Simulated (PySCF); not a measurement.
Si(Et)(OH)(OEt)(NH2), C₄H₁₃NO₂Si, SMILES CCO[Si](N)(O)CC, GFN2-xTB optimised geometry. Atoms within 1.6 Å of the plane z = 1.5 Å (x, y, z in Å): C1 (-2.04, 2.61, 0.06), C2 (-2.16, 1.09, -0.01), O3 (-0.88, 0.52, 0.00), Si4 (-0.53, -1.07, 0.00), O6 (-1.15, -1.90, 1.27), C7 (1.37, -1.07, 0.00), C8 (1.93, -2.49, -0.03), H10 (-1.53, 2.89, 0.98), H11 (-3.02, 3.06, 0.05), H13 (-2.74, 0.71, 0.83), H16 (-0.91, -1.63, 2.16), H17 (1.75, -0.56, 0.88), H19 (3.02, -2.48, 0.00), H20 (1.57, -3.06, 0.81).

Method: CAM-B3LYP/def2-SVP (PySCF). Cells within 0.4 Å of a nucleus heavier than hydrogen are left out (blank, or x).

Map of the electrostatic potential (hartree/e), clipped to [-0.08, 0.12] on the plane z = 1.5 Å:

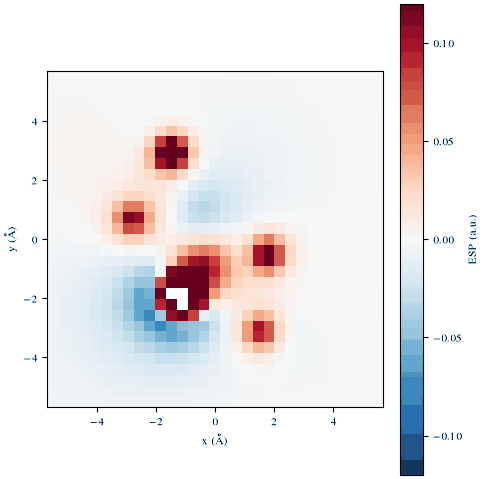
*Electrostatic potential (hartree/e), clipped to [-0.08, 0.12] on the plane z = 1.5 Å.*
